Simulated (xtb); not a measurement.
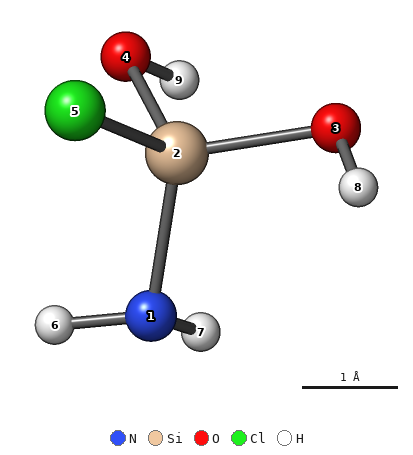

Figure 1. The structure (ball-and-stick view, seen at an oblique angle; atoms are numbered from 1 in the order of the input).

# Property calculation, with input and output: SiNH4ClO2 (charge +1)

System: SiNH4ClO2, charge +1, multiplicity 2.
Method: GFN2-xTB (xtb 6.7.1).

The geometry is that of the parent species in another charge or spin state. The geometry comes from this level: RDKit embedding + UFF.

**The program's output**
```
* xtb version 6.7.1
   ID    Z sym.   atoms
    1    7 N      1
    2   14 Si     2
    3    8 O      3, 4
    4   17 Cl     5
    5    1 H      6-9

           -------------------------------------------------
          |                Calculation Setup                |
           -------------------------------------------------

          program call               : xtb conf.xyz --gfn 2 -c 1 -u 1 --lmo --molden -P 1
          coordinate file            : conf.xyz
          omp threads                :                     1

           -------------------------------------------------
          |                 G F N 2 - x T B                 |
           -------------------------------------------------

      * Hamiltonian:
        H0-scaling (s, p, d)           1.850000    2.230000    2.230000
        zeta-weighting                 0.500000
      * Dispersion:
        s8                             2.700000
        a1                             0.520000
        a2                             5.000000
        s9                             5.000000
      * Repulsion:
        kExp                           1.500000    1.000000
        rExp                           1.000000
      * Coulomb:
        alpha                          2.000000
        third order                    shell-resolved
        anisotropic                    true
        a3                             3.000000
        a5                             4.000000
        cn-shift                       1.200000
        cn-exp                         4.000000
        max-rad                        5.000000

          ...................................................
          :                      SETUP                      :
          :.................................................:
          :  # basis functions                  36          :
          :  # atomic orbitals                  34          :
          :  # shells                           16          :
          :  # electrons                        31          :
          :  max. iterations                   250          :
          :  Hamiltonian                  GFN2-xTB          :
          :  restarted?                      false          :
          :  GBSA solvation                  false          :
          :  PC potential                    false          :
          :  electronic temp.          300.0000000     K    :
          :  accuracy                    1.0000000          :
          :  -> integral cutoff          0.2500000E+02      :
          :  -> integral neglect         0.1000000E-07      :
          :  -> SCF convergence          0.1000000E-05 Eh   :
          :  -> wf. convergence          0.1000000E-03 e    :
          :  Broyden damping             0.4000000          :
          :  net charge                          1          :
          :  unpaired electrons                  1          :
          ...................................................

 iter      E             dE          RMSdq      gap      omega  full diag
   1    -18.8671351 -0.188671E+02  0.713E+00    7.63       0.0  T
   2    -18.8799901 -0.128550E-01  0.577E+00    6.80       1.0  T
   3    -19.0114579 -0.131468E+00  0.299E+00    8.01       1.0  T
   4    -18.9659492  0.455087E-01  0.331E+00    7.63       1.0  T
   5    -18.9632757  0.267345E-02  0.310E+00    7.49       1.0  T
   6    -18.9763333 -0.130576E-01  0.271E+00    7.84       1.0  T
   7    -18.9932148 -0.168815E-01  0.239E+00    7.81       1.0  T
   8    -18.9838837  0.933109E-02  0.245E+00    7.84       1.0  T
   9    -19.0230758 -0.391921E-01  0.135E+00    7.90       1.0  T
  10    -19.0188641  0.421172E-02  0.146E+00    7.89       1.0  T
  11    -19.0163059  0.255823E-02  0.161E+00    7.84       1.0  T
  12    -19.0317452 -0.154393E-01  0.893E-01    7.86       1.0  T
  13    -19.0383669 -0.662168E-02  0.198E-01    7.89       1.0  T
  14    -19.0379155  0.451388E-03  0.300E-01    7.89       1.0  T
  15    -19.0383098 -0.394271E-03  0.211E-01    7.90       1.0  T
  16    -19.0387039 -0.394119E-03  0.349E-02    7.90       1.0  T
  17    -19.0386888  0.150373E-04  0.521E-02    7.90       1.0  T
  18    -19.0387126 -0.237390E-04  0.609E-03    7.90       5.5  T
  19    -19.0387078  0.480512E-05  0.234E-02    7.90       1.4  T
  20    -19.0387115 -0.375946E-05  0.116E-02    7.90       2.9  T
  21    -19.0387127 -0.121830E-05  0.165E-03    7.90      20.2  T
  22    -19.0387128 -0.185697E-07  0.544E-04    7.90      61.3  T
  23    -19.0387128 -0.186563E-08  0.188E-04    7.90     177.4  T

   *** convergence criteria satisfied after 23 iterations ***

         #    Occupation            Energy/Eh            Energy/eV
      -------------------------------------------------------------
         1        2.0000           -1.2542640             -34.1303
       ...           ...                  ...                  ...
        10        2.0000           -0.7070170             -19.2389
        11        2.0000           -0.6898932             -18.7730
        12        2.0000           -0.6844877             -18.6259
        13        2.0000           -0.6705005             -18.2452
        14        1.9153           -0.6578908             -17.9021
        15        1.7169           -0.6565117             -17.8646
        16        1.3678           -0.6551147             -17.8266 (HOMO)
        17                         -0.3647455              -9.9252 (LUMO)
        18                         -0.3508226              -9.5464
        19                         -0.3369072              -9.1677
        20                         -0.2727514              -7.4219
        21                         -0.2062605              -5.6126
       ...                                ...                  ...
        34                          0.4333411              11.7918
      -------------------------------------------------------------
                  HL-Gap            0.2903691 Eh            7.9013 eV
             Fermi-level           -0.5827796 Eh          -15.8582 eV

 localization/xTB-IFF output generation
 averaging CT terms over            3  occ. levels
 averaging CT terms over            1  virt. levels
 dipole moment from electron density (au)
     X       Y       Z
  -0.3961  -0.6273   0.6523  total (Debye):    2.511
cpu  time for init local
 initialization of trafo matrix to unity
iteration     50  convergence  0.11789762D-02
iteration    100  convergence  0.78847772D-04
iteration    150  convergence  0.51823882D-05

 converged in    181 iterations, threshold :   0.99136236D-06
 lmo centers(Z=2) and atoms on file <lmocent.coord>
 LMO Fii/eV  ncent    charge center   contributions...
    1 sigma -22.61   1.68   1.53533  -0.08368   3.07260    5  Cl:  0.72    2  Si:  0.26
    2 sigma -22.44   1.81  -0.07155   2.39710   0.33986    4  O :  0.66    2  Si:  0.34
    3 LP    -22.43   1.05   0.06042   0.15157   5.40896    5  Cl:  0.98
    4 LP    -22.37   1.06   2.58618  -2.49105   3.92233    5  Cl:  0.97
    5 sigma -22.27   1.83   2.28609  -0.08813  -0.85516    3  O :  0.65    2  Si:  0.35
    6 LP    -22.22   1.06   3.64718   1.29527   4.13535    5  Cl:  0.97
    7 sigma -22.19   1.82  -0.72100   3.41901  -0.65032    4  O :  0.66    9  H :  0.33
    8 sigma -21.96   1.82   3.29376  -1.12427  -1.43513    3  O :  0.66    8  H :  0.33
    9 sigma -21.51   1.87  -1.04375  -1.11361   0.18392    1  N :  0.63    2  Si:  0.37
   10 sigma -20.86   1.92  -2.24292  -1.63764  -1.06514    1  N :  0.61    7  H :  0.39
   11 sigma -20.79   1.91  -2.69852  -1.59753   0.67244    1  N :  0.61    6  H :  0.39
   12 LP    -20.11   1.11  -1.68829   3.22067   1.31445    4  O :  0.95
   13 LP    -19.94   1.10   0.88796   4.21362   0.59727    4  O :  0.95
   14 LP    -19.92   1.12   2.12674   0.03092  -2.91065    3  O :  0.94
   15 LP    -19.83   1.12   4.10034   0.87131  -0.99803    3  O :  0.94
   16 LP    -18.56   1.09  -1.17665  -3.39379   0.18515    1  N :  0.96
 files:
 coordprot.0/xtbscreen.xyz/xtblmoinfo/lmocent.coord
 with protonation site input, xtbdock and
 LMO center info written

 SCC (total)                   0 d,  0 h,  0 min,  0.018 sec
 SCC setup                      ...        0 min,  0.000 sec (  0.612%)
 Dispersion                     ...        0 min,  0.000 sec (  0.215%)
 classical contributions        ...        0 min,  0.000 sec (  0.089%)
 integral evaluation            ...        0 min,  0.001 sec (  7.488%)
 iterations                     ...        0 min,  0.009 sec ( 50.611%)
 molecular gradient             ...        0 min,  0.003 sec ( 15.946%)
 printout                       ...        0 min,  0.004 sec ( 24.966%)

         :::::::::::::::::::::::::::::::::::::::::::::::::::::
         ::                     SUMMARY                     ::
         :::::::::::::::::::::::::::::::::::::::::::::::::::::
         :: total energy             -18.960084025565 Eh    ::
         :: gradient norm              0.124663550248 Eh/a0 ::
         :: HOMO-LUMO gap              7.901345750665 eV    ::
         ::.................................................::
         :: SCC energy               -19.038706294764 Eh    ::
         :: -> isotropic ES            0.152305860543 Eh    ::
         :: -> anisotropic ES         -0.004171450577 Eh    ::
         :: -> anisotropic XC          0.001685309348 Eh    ::
         :: -> dispersion             -0.005152251212 Eh    ::
         :: repulsion energy           0.078622269199 Eh    ::
         :: add. restraining           0.000000000000 Eh    ::
         :: total charge               1.000000000000 e     ::
         :::::::::::::::::::::::::::::::::::::::::::::::::::::

           -------------------------------------------------
          |                Property Printout                |
           -------------------------------------------------

    * Orbital Energies and Occupations

         #    Occupation            Energy/Eh            Energy/eV
      -------------------------------------------------------------
         1        2.0000           -1.2542640             -34.1303
       ...           ...                  ...                  ...
         4        2.0000           -0.8481336             -23.0789
         5        2.0000           -0.8039971             -21.8779
         6        2.0000           -0.7713538             -20.9896
         7        2.0000           -0.7553371             -20.5538
         8        2.0000           -0.7402250             -20.1425
         9        2.0000           -0.7145359             -19.4435
        10        2.0000           -0.7070170             -19.2389
        11        2.0000           -0.6898932             -18.7730
        12        2.0000           -0.6844877             -18.6259
        13        2.0000           -0.6705005             -18.2452
        14        1.9153           -0.6578908             -17.9021
        15        1.7169           -0.6565117             -17.8646
        16        1.3678           -0.6551147             -17.8266 (HOMO)
        17                         -0.3647455              -9.9252 (LUMO)
        18                         -0.3508226              -9.5464
        19                         -0.3369072              -9.1677
        20                         -0.2727514              -7.4219
        21                         -0.2062605              -5.6126
        22                         -0.2060333              -5.6065
        23                         -0.2029349              -5.5221
        24                         -0.2016175              -5.4863
        25                         -0.1844116              -5.0181
        26                         -0.1711181              -4.6564
        27                         -0.1423041              -3.8723
       ...                                ...                  ...
        34                          0.4333411              11.7918
      -------------------------------------------------------------
                  HL-Gap            0.2903691 Eh            7.9013 eV
             Fermi-level           -0.5827796 Eh          -15.8582 eV

     #   Z          covCN         q      C6AA      α(0)
     1   7 N        2.532    -0.270    27.022     7.720
     2  14 Si       3.178     0.644   138.990    24.950
     3   8 O        1.567    -0.382    20.551     6.117
     4   8 O        1.567    -0.364    20.220     6.067
     5  17 Cl       0.800     0.141    94.942    14.906
     6   1 H        0.859     0.248     0.893     1.480
     7   1 H        0.859     0.245     0.901     1.487
     8   1 H        0.814     0.367     0.548     1.162
     9   1 H        0.814     0.370     0.543     1.157

 Mol. C6AA /au·bohr⁶  :       1488.494079
 Mol. C8AA /au·bohr⁸  :      55563.671067
 Mol. α(0) /au        :         65.045627

Wiberg/Mayer (AO) data.
largest (>0.10) Wiberg bond orders for each atom

 ---------------------------------------------------------------------------
     #   Z sym  total        # sym  WBO       # sym  WBO       # sym  WBO
 ---------------------------------------------------------------------------
     1   7 N    2.918 --     6 H    0.922     7 H    0.922     2 Si   0.906
     2  14 Si   4.208 --     4 O    1.161     3 O    1.138     5 Cl   0.937
                             1 N    0.906
     3   8 O    2.146 --     2 Si   1.138     8 H    0.845
     4   8 O    2.161 --     2 Si   1.161     9 H    0.841
     5  17 Cl   1.098 --     2 Si   0.937
     6   1 H    0.940 --     1 N    0.922
     7   1 H    0.941 --     1 N    0.922
     8   1 H    0.868 --     3 O    0.845
     9   1 H    0.863 --     4 O    0.841
 ---------------------------------------------------------------------------

Topologies differ in total number of bonds
Writing topology from bond orders to xtbtopo.mol

MOs/occ written to file <molden.input>

molecular dipole:
                 x           y           z       tot (Debye)
 q only:       -0.316      -0.623       0.278
   full:       -0.396      -0.627       0.652       2.511
molecular quadrupole (traceless):
                xx          xy          yy          xz          yz          zz
 q only:        2.373      -2.873      -3.032       3.446      -1.879       0.659
  q+dip:        2.519      -3.468      -5.680       5.811      -1.769       3.162
   full:        2.556      -3.562      -5.963       6.251      -1.937       3.406

           -------------------------------------------------
          | TOTAL ENERGY              -18.960084025565 Eh   |
          | GRADIENT NORM               0.124663550248 Eh/α |
          | HOMO-LUMO GAP               7.901345750665 eV   |
           -------------------------------------------------

------------------------------------------------------------------------
------------------------------------------------------------------------
 total:
 *  cpu-time:     0 d,  0 h,  0 min,  0.030 sec
 * ratio c/w:     0.999 speedup
 SCF:
 *  cpu-time:     0 d,  0 h,  0 min,  0.018 sec
 * ratio c/w:     0.999 speedup
```

**File xtblmoinfo**
```
9
 7       -1.8898168315       -1.8530578789       -0.0370065067 -0.2700130546E+00
14        0.6421705111        0.3075434782        0.5629191769  0.6439892368E+00
 8        3.0346261459       -0.2055530695       -1.5672179053 -0.3815663511E+00
 8       -0.4344291388        3.3535438855        0.2681370193 -0.3639941538E+00
17        2.0036274771       -0.2501298190        4.2364617255  0.1414475358E+00
 1       -3.3468391373       -1.3839484863        1.2089050451  0.2475217767E+00
 1       -2.5500304476       -1.4686535701       -1.8567900880  0.2454841982E+00
 1        3.5311460159       -1.9902708928       -1.3019079163  0.3674166828E+00
 1       -0.9904545948        3.4905263529       -1.5134986607  0.3697141292E+00
   16    0.98791632   -0.36474555   -0.65650570  -19.03871277
 1        1.5353260040       -0.0836817324        3.0726003647
 1       -0.0715487897        2.3971018791        0.3398578167
 2        1.3963762522       -0.1245988384        4.6028671265
 2        2.1856763363       -0.9504158497        4.1382946968
 1        2.2860906124       -0.0881322846       -0.8551557064
 2        2.5172379017        0.2328089476        4.2048645020
 1       -0.7210004330        3.4190132618       -0.6503190398
 1        3.2937631607       -1.1242671013       -1.4351289272
 1       -1.0437455177       -1.1136100292        0.1839157790
 1       -2.2429239750       -1.6376423836       -1.0651410818
 1       -2.6985220909       -1.5975276232        0.6724386811
 2       -0.8262609243        3.3120207787        0.5951110721
 2       -0.0211832616        3.6223180294        0.3709905148
 2        2.7509102821       -0.1316543669       -1.9870405197
 2        3.3676605225        0.1309673041       -1.3893476725
 2       -1.6669517756       -2.3345370293        0.0324164666
  0.241094  0.024927  0.054739  0.074909  0.602312  0.000508  0.001136  0.000014  0.000360
  0.020267  0.728781  0.017510  0.015166  0.199883 -0.000247  0.012505  0.002578  0.003556
```

This output came from the following input.

**Input**
```python
import subprocess
from rdkit import Chem
from rdkit.Chem import AllChem

m = Chem.AddHs(Chem.MolFromSmiles("N[Si](O)(O)Cl"))
AllChem.EmbedMolecule(m, randomSeed=102)
AllChem.UFFOptimizeMolecule(m)
Chem.MolToXYZFile(m, "conf.xyz")
run = subprocess.run(["xtb", "conf.xyz", "--gfn", "2", "-c", "1", "-u", "1", "--lmo", "--molden", "-P", "1"], capture_output=True, text=True)
print(run.stdout)
```

**File conf.xyz**
```
9

N     -1.000048   -0.980596   -0.019583
Si     0.339822    0.162745    0.297884
O      1.605855   -0.108774   -0.829336
O     -0.229890    1.774619    0.141892
Cl     1.060274   -0.132363    2.241839
H     -1.771071   -0.732354    0.639725
H     -1.349418   -0.777178   -0.982571
H      1.868602   -1.053206   -0.688940
H     -0.524126    1.847107   -0.800909
```

Launch command:
```bash
python run_xtb.py
```

**Key numbers**

```csv
quantity,value
outcome,converged
electrons treated,31
total energy,−18.960084 hartree
dispersion energy,−0.005152 hartree
basis functions,36
hardware,"1 thread of Intel Xeon @ 2.50GHz (Skylake/Cascade Lake), 64 GiB of memory available, shared host"
peak memory,0.079 GiB
```
